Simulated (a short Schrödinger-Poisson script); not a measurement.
Stack: gated In0.52Al0.48As/In0.53Ga0.47As δ-doped gas in a quantum well, at 20 K.

```
layer        material  thickness (nm)  Na (cm⁻³)
-----  --------------  --------------  ---------
1      In0.52Al0.48As              20          -
2      In0.52Al0.48As               5          -
3      In0.53Ga0.47As               6          -
4      In0.52Al0.48As            4000       3e15
```

The device is made up for the run: typed textbook-type constants, with dimensions and the other settings drawn at random. In0.52Al0.48As: permittivity 12.5, conduction-band edge (eV) 0.52, gap (eV) 1.45, electron mass (mₑ) 0.075, Nv at 300 K (cm⁻³) 1.1e19. In0.53Ga0.47As: permittivity 13.9, conduction-band edge (eV) 0, gap (eV) 0.74, Nv at 300 K (cm⁻³) 7.7e18.

Channel valleys (confinement mass, in-plane density-of-states mass, number): Γ 0.041, 0.041, 1. At the gate the conduction-band edge of layer 1 lies 0.65 eV − eVg above the Fermi level of the channel; the field vanishes at the back. Sheet of ionised δ-doping: +2.5e12 e/cm² at 20 nm from the gate. The barrier under the gate holds no holes. Gaps are held at their typed values at every temperature. Mesh 0.08 nm at interfaces.

Solved with a short Schrödinger-Poisson script written for these runs: 1D Poisson equation in equilibrium, electrons quantum, Hartree (BenDaniel-Duke, 40 states a valley, the channel's in-plane mass for all, wave functions free to enter the barrier), parabolic valleys, classical holes, full ionisation, no traps, pinning or gate leakage.

Only gate voltages with over 1e8 electrons/cm² are shown.

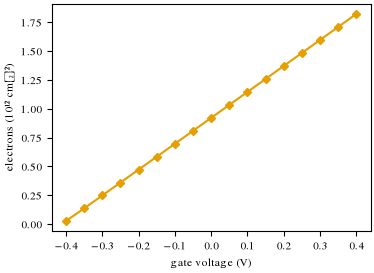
Sheet density against gate voltage

```
Vg (V)  electrons (cm⁻²)  in the channel layer  C (μF/cm²)  Γ E0 (meV)  Γ E1 (meV)
------  ----------------  --------------------  ----------  ----------  ----------
0.4              1.82e12               1.69e12       0.364      -106.4       154.7
0.35             1.71e12               1.58e12       0.363       -99.8       171.8
0.3              1.60e12               1.48e12       0.363       -93.2       184.9
0.25             1.48e12               1.38e12       0.363       -86.6       195.3
0.2              1.37e12               1.27e12       0.363       -80.1       204.4
0.15             1.26e12               1.17e12       0.362       -73.5       212.7
0.1              1.15e12               1.07e12       0.362       -66.9       220.8
0.05             1.03e12               9.61e11       0.362       -60.3       228.6
0                9.21e11               8.57e11       0.362       -53.8       236.2
-0.05            8.09e11               7.53e11       0.361       -47.2       243.7
-0.1             6.97e11               6.49e11       0.361       -40.7       251.2
-0.15            5.85e11               5.45e11       0.361       -34.1       258.6
-0.2             4.73e11               4.41e11       0.361       -27.6       265.9
-0.25            3.61e11               3.36e11       0.360       -21.1       273.2
-0.3             2.49e11               2.32e11       0.360       -14.5       280.5
-0.35            1.37e11               1.28e11       0.359        -8.0       287.7
-0.4             2.71e10               2.53e10       0.333        -0.7       295.7
```

Subbands count from the Fermi level.
